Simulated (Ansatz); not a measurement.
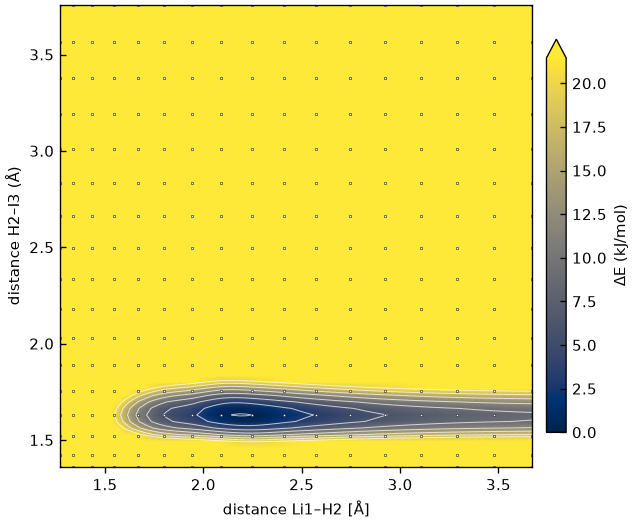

The system Li⁺ + HI. 
- Coordinates scanned: (1) distance Li1–H2; (2) distance H2–I3.
- Nothing is relaxed (the angle Li1–H2–I3 is fixed at 180 degrees).
- The scan uses a 17 × 17 grid.
- Points are written as (first, second).
- Energies are in kJ/mol, from the lowest grid point.
- The reference is spin-restricted, so regions where a bond is pulled apart into radicals lie too high.
- All numbers below come from RKS PBE-D4/def2-TZVPD in Ansatz 0.2.0.

The picture shows a smooth colour map with a few white contour lines, dots at the grid points, one colour for all values above the top of the scale. Between grid points the surface is interpolated.

### Estimate the position of the minimum and the force constants in these coordinates.

The interpolated minimum is at distance Li1–H2 ≈ 2.191 Å, distance H2–I3 ≈ 1.631 Å. The curvatures there are about 1.2 eV/Å² and 18 eV/Å², with a cross term of about 0.61 eV/Å². Round the minimum the two coordinates are weakly coupled (coupling 0.13 in units of the two stiffnesses). (1 eV is 96.5 kJ/mol.)
